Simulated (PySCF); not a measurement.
## Electronic structure of C$_{4}$H$_{7}$FNSi (doublet) in real space

```xyz
14

N     2.3260   -0.2928   -0.1009
Si    0.7808    0.1662   -0.7199
C    -0.2604    1.4906    0.0912
C    -1.4196    0.9353    0.6154
C    -1.5506   -0.4180    0.4502
F    -2.6331   -1.0812    0.9124
C    -0.4925   -1.1814   -0.2404
H     2.4040   -0.5933    0.8584
H     3.1272    0.2634   -0.3489
H     0.9798    0.3135   -2.1625
H    -0.0820    2.5492    0.1754
H    -2.1780    1.5101    1.1253
H    -0.0903   -1.9521    0.4190
H    -0.9120   -1.7100   -1.0969
```

Geometry: GFN2-xTB.

Computed with PySCF, UKS B3LYP, pcH-1 on C F H N Si, non-relativistic, mean-field spin-orbit, GIAO.

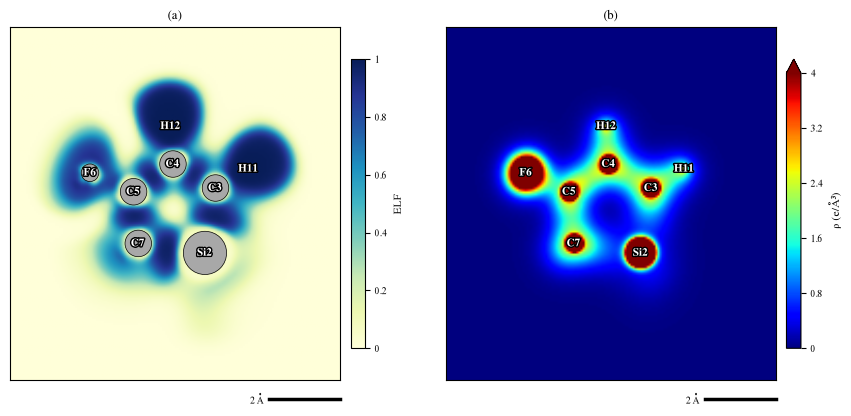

Figure 1. (a) ELF; (b) total electron density on the plane of atoms Si2, C7 and C5. Grey discs cover the atomic cores in the ELF map.

Question: What do the fields say about this system?

Answer: The section cuts through Si, C, F and H sites.
C–F (1.35 Å): ρ is about 2.2 e/Å³ halfway, with its minimum of 1.7 e/Å³ about 0.5 Å from C; the ELF peaks at about 0.85 between the atoms (a polar covalent bond).
C–C (1.37 Å): ρ is about 2.2 e/Å³ halfway; the ELF peaks at about 0.95 between the atoms; localised, covalent bonding.
C–Si (1.87 Å): the density is about 0.96 e/Å³ at the midpoint; the ELF peaks at about 0.95 between the atoms, as expected for localised, covalent bonding.
C–C (1.48 Å): ρ is about 1.8 e/Å³ halfway; the ELF peaks at about 0.95 between the atoms; a covalent bond.
C–Si (1.91 Å): the density is about 0.91 e/Å³ at the midpoint; the ELF peaks at about 0.95 between the atoms: localised, covalent bonding.
The ELF also peaks beside F6, away from the bonds: non-bonding electrons, paired or unpaired.

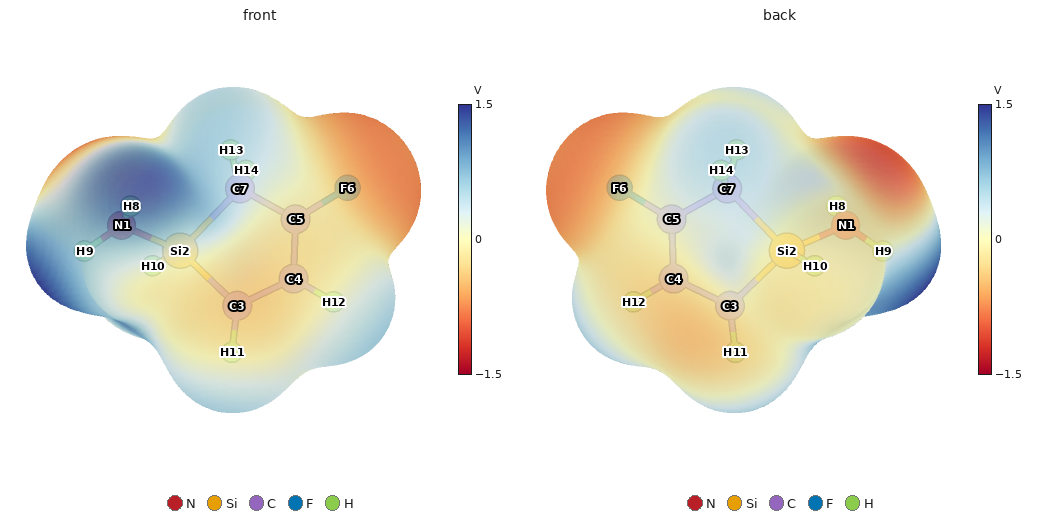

Figure 2. The molecular electrostatic potential painted on the density surface at 0.001 e/bohr³, seen from the front and from behind; the colour scale runs from red (negative) to blue (positive).

Question: Describe the electrostatic potential map.

Answer: The most negative region (about −1.1 V, or −25 kcal/mol for a unit charge) lies over N1, the most positive (about +1.4 V, or +32 kcal/mol for a unit charge) over H8 and H9. N1 is the likeliest acceptor of a hydrogen bond.
